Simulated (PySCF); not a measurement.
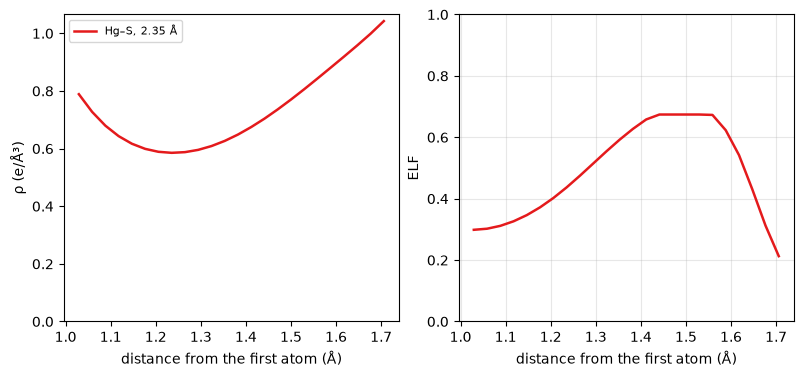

Figure 1: HgS (charge +1, doublet). Electron density and ELF along straight lines between neighbouring atoms. The curves leave out the atomic cores.

Core potentials replace the inner electrons of Hg.

Method: PBE0/def2-SVP, non-relativistic Hamiltonian with scalar-relativistic core potentials where named, at a bond length of 2.353 Å in PySCF 2.14.0.

**What can be read from the curves?**

Hg–S (2.35 Å): the density is about 0.6 e/Å³ at the midpoint; the ELF peaks at about 0.65 in the valence shell of S, 0.9 Å from its nucleus, and is about 0.35 at the midpoint.
